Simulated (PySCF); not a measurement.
Consider C₇H₉O (doublet).

Input file:

```
{"job": {"kind": "epr", "basis": "pcH-1"}, "charge": 0, "multiplicity": 2}
C     -2.078435    -0.833069     0.671859
C     -0.851883    -0.097590     0.242287
C     -0.822933     1.246690     0.048816
C      0.338353     1.919903    -0.356412
C      1.522844     1.205449    -0.576902
C      1.565053    -0.142708    -0.401831
O      2.731311    -0.820368    -0.623381
C      0.374153    -0.936789     0.030521
H     -2.355340    -1.586632    -0.068061
H     -2.915620    -0.152528     0.801561
H     -1.904936    -1.354371     1.615339
H     -1.724413     1.821134     0.210661
H      0.322864     2.987333    -0.499453
H      2.419438     1.717172    -0.889702
H      2.603415    -1.761505    -0.458088
H      0.158535    -1.718817    -0.719531
H      0.610597    -1.481273     0.962407
```

Launched as:

```sh
OMP_NUM_THREADS=1 python probes_run.py task.json out
```

Geometry: GFN2-xTB.

Method: PySCF, UKS B3LYP, pcH-1 on C H O, non-relativistic, mean-field spin-orbit, GIAO.

Predict the electron density, electron localisation function and spin density between the atoms.

C–C (1.36 Å): ρ at the midpoint is about 2.2 e/Å³; the ELF peaks at about 0.95 between the atoms; a covalent bond.
C–O (1.37 Å): ρ at the midpoint is about 2.3 e/Å³, with its minimum of 1.9 e/Å³ about 0.5 Å from C; the ELF peaks at about 0.90 between the atoms, as expected for a polar covalent bond.
O–H (0.96 Å): the density is about 3.7 e/Å³ at the midpoint; the ELF climbs to about 1 towards the hydrogen, as it does in any bond to H: a covalent bond by its length.
C–C (1.40 Å): ρ at the midpoint is about 2 e/Å³; the ELF peaks at about 0.95 between the atoms, as expected for localised, covalent bonding.
The unpaired spin (1 electron) lies mostly on C4 (about 0.3), C2 (about 0.2) and C6 (about 0.2), in electrons by Hirshfeld's partition.

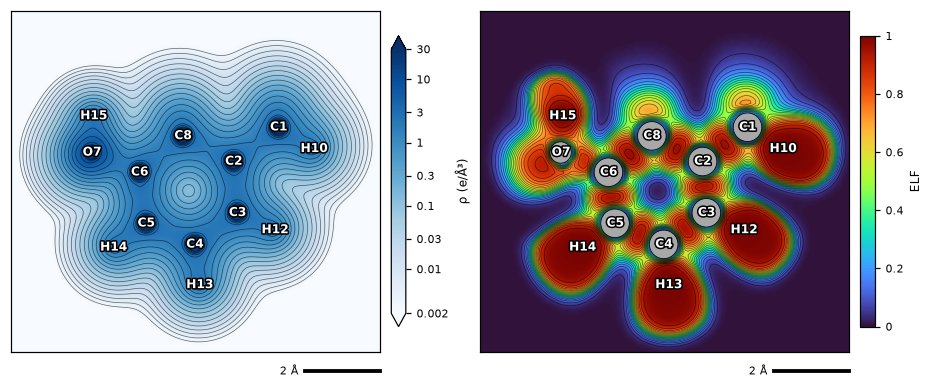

Computed electron density and electron localisation function on the plane of atoms C2, C3 and C4, in this order. Grey discs cover the atomic cores in the ELF map. 
